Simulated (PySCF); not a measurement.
# Excited-state calculation of AsH₃

System: AsH₃ (Arsine).
Method: TDDFT LC-wPBE/def2-SVPD, vertical, gas phase, core orbitals frozen in the response (PySCF 2.14.0).

The geometry comes from this level: PBE0-D3(BJ)/def2-SVP.

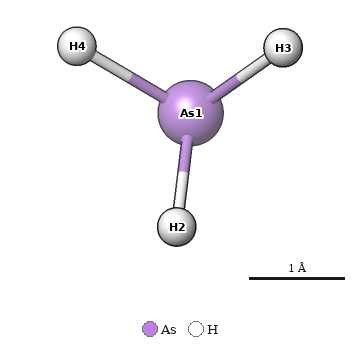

Figure 1. The structure as given in the input (ball-and-stick view, seen at a tilt; atoms are numbered from 1 in the order of the input).

### Summary

```json
{"quantity": "outcome", "value": "converged"}
{"quantity": "total energy", "value": "−2237.086319 hartree"}
{"quantity": "HOMO", "value": "−10.43 eV"}
{"quantity": "LUMO", "value": "2.25 eV"}
{"quantity": "dipole moment", "value": "0.42 D"}
{"quantity": "mean polarisability", "value": "34.08 a.u."}
{"quantity": "vertical ionisation energy", "value": "10.41 eV"}
{"quantity": "lowest singlet excitation", "value": "7.31 eV"}
{"quantity": "hardware", "value": "1 CPU thread, shared host"}
{"quantity": "wall time", "value": "6 s"}
{"quantity": "peak memory", "value": "0.28 GiB"}
```

### Notes

Spin–orbit coupling is left out, which matters for the heavy atoms.

### The input
```
{"job": {"kind": "uv", "xc": "LC-wPBE", "basis": "def2-SVPD", "ip": true}, "charge": 0, "multiplicity": 1}
As     0.037315    -0.038134     0.617511
H     -0.715955    -1.043446    -0.246865
H     -0.500254     1.139167    -0.189432
H      1.282654    -0.138477    -0.257395
```

The first line tells a small driver script what to run in PySCF; the rest is the geometry in Å.

Command:
```bash
OMP_NUM_THREADS=1 python <driver script> task.json out
```

### What the program printed
```
coarse grid: 14752 points
cycle   1  E = -2237.0765947885  dE = -9.976e-01  |g| = 2.413e-01  |ddm| = 1.869e+00
cycle   2  E = -2237.0837676186  dE = -7.173e-03  |g| = 1.718e-01  |ddm| = 3.539e-01
cycle   3  E = -2237.0861527739  dE = -2.385e-03  |g| = 1.865e-02  |ddm| = 1.802e-01
cycle   4  E = -2237.0863022182  dE = -1.494e-04  |g| = 4.972e-03  |ddm| = 6.504e-02
cycle   5  E = -2237.0863207665  dE = -1.855e-05  |g| = 1.033e-03  |ddm| = 1.417e-02
cycle   6  E = -2237.0863217693  dE = -1.003e-06  |g| = 2.112e-04  |ddm| = 4.461e-03
final grid: 29192 points
cycle   7  E = -2237.0863188122  dE = -2.385e-08  |g| = 1.673e-04  |ddm| = 8.524e-04
cycle   8  E = -2237.0863188113  dE =  8.831e-10  |g| = 1.415e-04  |ddm| = 4.370e-04
cycle   9  E = -2237.0863188132  dE = -1.847e-09  |g| = 1.375e-05  |ddm| = 1.538e-04
cycle  10  E = -2237.0863188134  dE = -2.501e-10  |g| = 2.793e-06  |ddm| = 9.813e-05
```

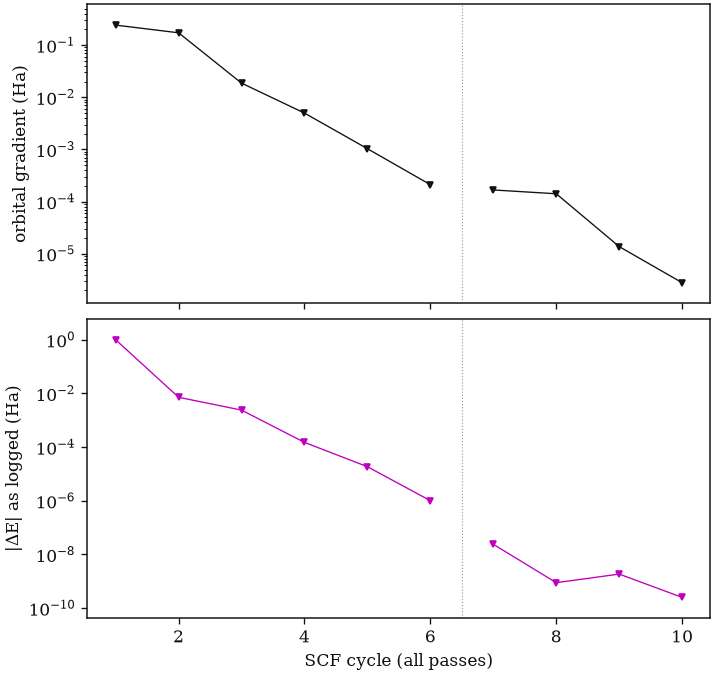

Figure 2. Convergence of the self-consistent field: orbital gradient and size of the energy change against the SCF cycle. The dotted line marks the change from a coarse to the final integration grid. The first 6 cycles use a coarse grid, the final grid takes over at cycle 7, and the field converges after 10 cycles in all.

```
converged SCF energy = -2237.0863188134

Static polarisability (au): isotropic 34.076, principal 33.913 33.921 34.393

Singlet excitations
state   eV       nm        f      main configurations
  1   7.3137    169.5   0.08043   H->L+1 0.90
  2   7.3141    169.5   0.08043   H->L+2 0.90
  3   7.3473    168.7   0.17144   H->L 0.98
  4   9.3419    132.7   0.00000   H-2->L+1 0.46, H-1->L+2 0.46
  5   9.8298    126.1   0.01508   H->L+5 0.58, H-2->L+1 0.08, H-1->L+2 0.08
  6   9.8298    126.1   0.01458   H->L+4 0.58, H-1->L+1 0.08, H-2->L+2 0.08
  7   9.8986    125.3   0.08139   H-1->L 0.51, H-2->L 0.28, H->L+5 0.12
  8   9.8989    125.3   0.08205   H-2->L 0.51, H-1->L 0.29, H->L+4 0.12
  9   9.9861    124.2   0.04840   H->L+3 0.70, H-2->L+2 0.14, H-1->L+1 0.14
 10  10.3670    119.6   0.54125   H->L+4 0.16, H-1->L+1 0.16, H-2->L+2 0.16

Triplet excitations (Tamm-Dancoff, eV): 5.8676 5.8683 6.8472 8.1564
Vertical ionisation energy (delta-SCF) = 10.4095 eV
```

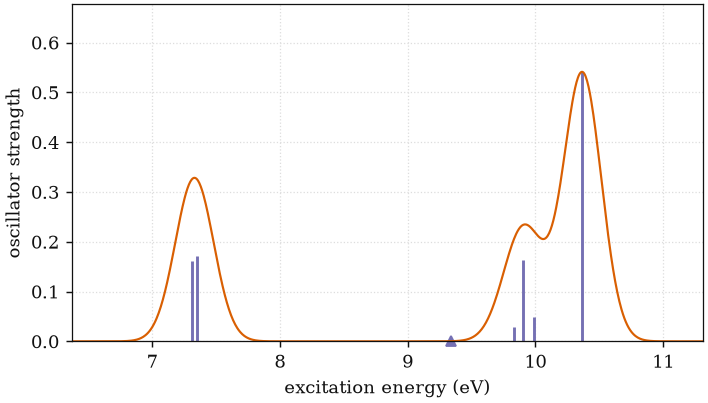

Figure 3. Computed excitations as sticks (degenerate states added up, dark ones marked on the axis), with a Gaussian envelope of 0.35 eV full width at half maximum, scaled to the tallest. Of the 10 states the lowest lies at 7.31 eV (f = 0.080); the strongest line is at 10.37 eV, or 120 nm (f = 0.541).

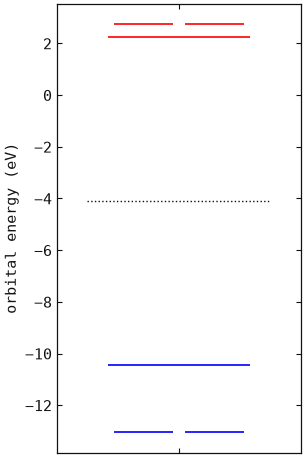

Figure 4. Orbital energies near the frontier; the dotted line parts filled from empty levels, and levels within 0.02 eV of each other stand side by side. Highest filled −10.43 eV, lowest empty 2.25 eV, 12.68 eV apart.
